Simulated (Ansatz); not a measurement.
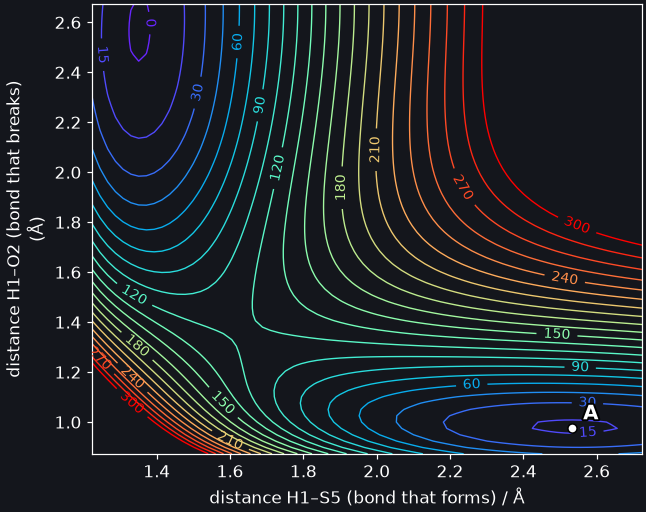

The reacting system C₂H₄OS (one molecule; an intramolecular 1,3-shift). The first coordinate is: distance H1–S5 (bond that forms); the second: distance H1–O2 (bond that breaks). Relaxed at each point: all other coordinates. The scan uses a 9 × 9 grid. Points are written as (first, second). Energies are in kJ/mol, from the lowest grid point. The reference is spin-restricted, so regions where a bond is pulled apart into radicals lie too high. Computed with RKS r2SCAN-D4/def2-SVP (Ansatz).

In the figure: contour lines labelled in kJ/mol (none above 300), the point A. Between grid points the surface is interpolated.

Find the lowest path from A to the other arm of the map, and its barrier.

The easiest path runs from the side where the first distance is long, (2.493 Å, 1.007 Å), to the side where the second distance is long, about (1.35 Å, 2.57 Å). Its highest point, at about (1.65 Å, 1.35 Å), lies about 105 kJ/mol above the start and 120 kJ/mol above the end on the interpolated surface.

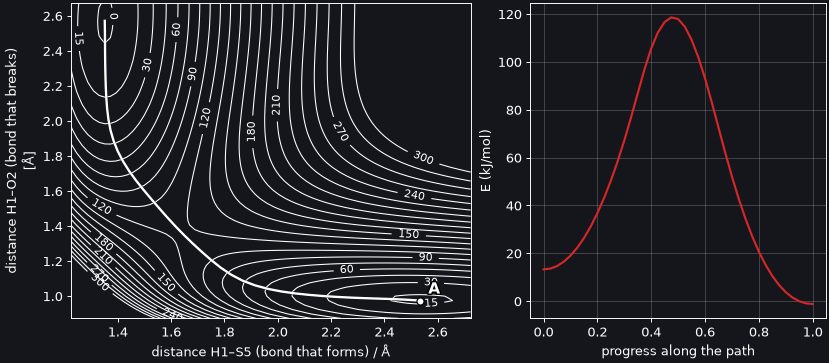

Drawn: contour lines labelled in kJ/mol (none above 300), a line along the lowest path, the energy along the path at the right. Between grid points the surface is interpolated.
